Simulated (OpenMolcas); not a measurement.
# SiHClF2 (SMILES F[SiH](F)Cl): levels of theory compared

Aim: a comparison of 6 runs (HF/STO-3G, B3LYP/6-311+G**, BHLYP/6-311+G**, PBE0/6-311+G**, MP2/6-311+G**, CCSD(T)/6-311+G**) of SiHClF2. 

Program for the calculation: OpenMolcas 26.06.

## (1) Starting point

SiHClF2 has 5 atoms, charge 0, and is taken as a singlet. As SMILES, `F[SiH](F)Cl`. The shape is that of a PBE0-D4/def2-TZVP optimisation.

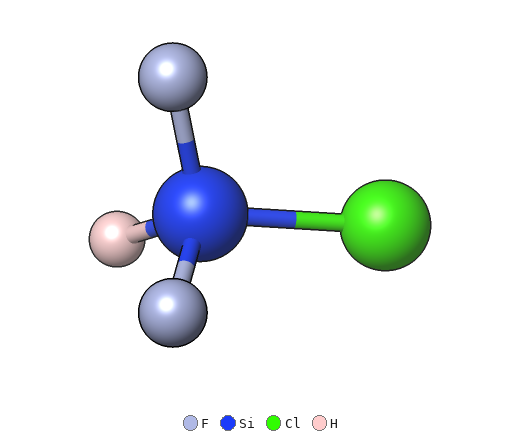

Viewed from a chosen angle; fluorine light blue, silicon blue, chlorine green, hydrogen pink.

## (2) Energy and forces at HF/STO-3G (run 1)

Contents of job.input:

```
* ClF2HSi Hartree-Fock
>>> EXPORT MOLCAS_PRINT=2

&GATEWAY
 BasLib = $CurrDir
 Coord
 5
 angstrom
 F       -0.339600      -0.621400       1.420100
 Si       0.095900      -0.000200       0.037800
 F       -0.033500       1.566800       0.156500
 Cl      -1.157500      -0.656000      -1.401500
 H        1.484600      -0.363000      -0.254200
 Basis = STO-3G
 Group = NoSym

&SEWARD

&SCF
 Thresholds = 1e-10 1e-07 1e-07 1e-05
 PrOrbitals = 1 2

&ALASKA
```

The basis set STO-3G is read from a file made from the Basis Set Exchange's data (not shown).

Launch:

```console
$ export MOLCAS_MEM=1860
$ pymolcas job.input > job.log
```

Output:

```text
--- Start Module: gateway ---
[...]
--- Stop Module: gateway /rc=_RC_ALL_IS_WELL_ ---
[...]
      Basis functions           29
[...]
--- Start Module: scf ---
[...]
       Convergence after  10 Iterations
[...]
::    Total SCF energy                               -936.9352777812
[...]
      Total spin, S                                     0.0000000000
[...]
      Total electronic charge=   50.000000
      Total            charge=   -0.000000
[...]
      Dipole Moment (debye):
      Origin of the operator (angstrom)=   -0.4256   -0.0525   -0.1791
                   X=  2.0094E+00               Y=  2.5983E-01               Z=  9.3698E-01           Total=  2.2323E+00
      Quadrupole Moment (debye*angstrom):
[...]
--- Stop Module: scf /rc=_RC_ALL_IS_WELL_ ---
--- Start Module: alaska ---
[...]
 *              Molecular gradients               *
 **************************************************
  Irreducible representation: a
 ------------------------------------------------------------------------------------------
                              X                       Y                       Z
 ------------------------------------------------------------------------------------------
  F1                6.82296772670554E-03    6.53690449138544E-03   -1.49157778656885E-02
  SI2              -5.24718777712820E-02    3.28680570018980E-03   -6.99612837287233E-03
  F3                3.49639486709785E-03   -1.72639330784712E-02   -1.17084650141841E-03
  CL4               1.89989231896135E-02    1.11042574942122E-02    2.38302599192259E-02
  H5                2.31535919878407E-02   -3.66403460736420E-03   -7.47507179226226E-04
 ------------------------------------------------------------------------------------------
--- Stop Module: alaska /rc=_RC_ALL_IS_WELL_ ---
[...]
```

It took 1.8 s on 1 thread of Arm Neoverse V2, shared host; peak memory 0.37 GiB.

## (3) Energy and gradient at B3LYP/6-311+G(d,p) (run 2)

Contents of calc.input:

```
&GATEWAY
  BasLib = $CurrDir
  Coord
  5
  angstrom
  F       -0.339600      -0.621400       1.420100
  Si       0.095900      -0.000200       0.037800
  F       -0.033500       1.566800       0.156500
  Cl      -1.157500      -0.656000      -1.401500
  H        1.484600      -0.363000      -0.254200
  Basis = 6-311pGss
  Group = NoSym

&SEWARD
  GridInput
  Grid=UltraFine
  End of Grid

&SCF
  KSDFT = B3LYP
  Thresholds = 1e-10 1e-07 1e-07 1e-05
  PrOrbitals = 0

&ALASKA
```

The basis set 6-311+G** is read from a file made from the Basis Set Exchange's data (not shown).

Launch:

```console
$ export MOLCAS_MEM=1860
$ pymolcas calc.input > calc.log
```

Output:

```text
--- Start Module: gateway ---
[...]
--- Stop Module: gateway /rc=_RC_ALL_IS_WELL_ ---
[...]
      Basis functions          110
[...]
--- Start Module: scf ---
[...]
       Convergence after  14 Iterations
[...]
::    Total KS-DFT energy                            -950.2668846616
[...]
      Total spin, S                                     0.0000000000
[...]
      Total electronic charge=   50.000000
      Total            charge=   -0.000000
[...]
      Dipole Moment (debye):
      Origin of the operator (angstrom)=   -0.4256   -0.0525   -0.1791
                   X=  1.1846E+00               Y= -5.2462E-01               Z= -6.2131E-01           Total=  1.4368E+00
      Quadrupole Moment (debye*angstrom):
[...]
--- Stop Module: scf /rc=_RC_ALL_IS_WELL_ ---
[...]
--- Start Module: alaska ---
[...]
 *              Molecular gradients               *
 **************************************************
  Irreducible representation: a
 ------------------------------------------------------------------------------------------
                              X                       Y                       Z
 ------------------------------------------------------------------------------------------
  F1                5.43852286550273E-03    7.54577781273547E-03   -1.70291565680927E-02
  SI2              -1.32604615895211E-02    9.51439350668659E-03    1.32789717839824E-02
  F3                1.69000091014515E-03   -1.92652509737847E-02   -1.54604374818801E-03
  CL4               5.05517944829492E-03    2.53773032418714E-03    5.61794898626644E-03
  H5                1.07675836556176E-03   -3.32650669880419E-04   -3.21720453842156E-04
 ------------------------------------------------------------------------------------------
--- Stop Module: alaska /rc=_RC_ALL_IS_WELL_ ---
[...]
```

It took 34 s on 1 thread of Arm Neoverse V2, shared host; peak memory 0.65 GiB.

Runs 3 to 5 aren't shown in full; the table further down has their settings and results.

## (4) A single-point energy at CCSD(T)/6-311+G(d,p) (Cholesky decomposition) (run 6)

Contents of test.inp:

```
* ClF2HSi CCSD(T)
&GATEWAY
BASLIB=$CurrDir
COORD
5
angstrom
F       -0.339600      -0.621400       1.420100
Si       0.095900      -0.000200       0.037800
F       -0.033500       1.566800       0.156500
Cl      -1.157500      -0.656000      -1.401500
H        1.484600      -0.363000      -0.254200
BASIS=6-311pGss
GROUP=NoSym
&SEWARD
HIGH
&SCF
THRESHOLDS=1e-10 1e-07 1e-07 1e-05
PRORBITALS=1 2
&CHCC
FROZEN=12
THRESHOLD=1e-08
MAXITERATIONS=80
&CHT3
FROZEN=12
```

The basis set 6-311+G** is read from a file made from the Basis Set Exchange's data (not shown).

Launch:

```console
$ export MOLCAS_MEM=1860
$ pymolcas test.inp > test.log
```

Output:

```text
--- Start Module: gateway ---
[...]
--- Stop Module: gateway /rc=_RC_ALL_IS_WELL_ ---
[...]
      Basis functions          110
[...]
       Convergence after  14 Iterations
[...]
::    Total SCF energy                               -948.1451486158
[...]
      Total spin, S                                     0.0000000000
[...]
      Total electronic charge=   50.000000
      Total            charge=   -0.000000
[...]
      Dipole Moment (debye):
      Origin of the operator (angstrom)=   -0.4256   -0.0525   -0.1791
                   X=  1.3694E+00               Y= -5.7839E-01               Z= -6.6963E-01           Total=  1.6304E+00
      Quadrupole Moment (debye*angstrom):
[...]
--- Start Module: chcc ---
[...]
--- Stop Module: chcc /rc=_RC_ALL_IS_WELL_ ---
[...]
--- Start Module: cht3 ---
[...]
--- Stop Module: cht3 /rc=_RC_ALL_IS_WELL_ ---
[...]
```

Run time: 5.8 min. Hardware: 1 thread of Arm Neoverse V2, shared host; peak memory 0.21 GiB.

## (5) Overview of the runs

| run | level | integration grid | task | energy (Eh) | dipole moment (D) of the reference | HOMO energy (eV) | LUMO energy (eV) | wall time |
| --- | --- | --- | --- | --- | --- | --- | --- | --- |
| 1 | HF/STO-3G | – | gradient | -936.935278 | 2.23 | -10.86 | 9.45 | 1.8 s |
| 2 | B3LYP/6-311+G** | UltraFine | gradient | -950.266885 | 1.44 | -9.84 | -0.16 | 34 s |
| 3 | BHLYP/6-311+G** | UltraFine | gradient | -950.162361 | 1.55 | -11.43 | 0.57 | 32 s |
| 4 | PBE0/6-311+G** | UltraFine | gradient | -949.765126 | 1.44 | -10.12 | 0.14 | 32 s |
| 5 | MP2/6-311+G** | – | energy | -948.788707 | 1.63 | -13.53 | 1.61 | 12 s |
| 6 | CCSD(T)/6-311+G** (Cholesky decomposition) | – | energy | -948.822513 | 1.63 | -13.53 | 1.61 | 5.8 min |

## (6) Summary of results

| quantity | value |
| --- | --- |
| run 6: total energy | -948.82251 Eh |
| run 6: dipole moment (mean-field density) | 1.63 D |
| run 6: HOMO energy (Hartree–Fock orbitals) | -13.53 eV |
| run 6: LUMO energy (Hartree–Fock orbitals) | 1.61 eV |
| run 6: HOMO–LUMO gap (Hartree–Fock orbitals) | 15.14 eV |
| run 6: correlation energy (12 core orbitals frozen) | -677.4 mEh |
| run 6: (T) correction | -15.95 mEh |

Over runs 1, 2, 3, 4 the dipole moment (its size) runs from 1.44 D (B3LYP/6-311+G**) to 2.23 D (HF/STO-3G). The two ends differ in method and basis. Over runs 1, 2, 3, 4 the HOMO–LUMO gap runs from 9.69 eV (B3LYP/6-311+G**) to 20.31 eV (HF/STO-3G). Totals of different functionals can't be ranked against each other. In run 1 the basis is minimal, so the values are rough. All runs together took 7.7 min, the longest 5.8 min.
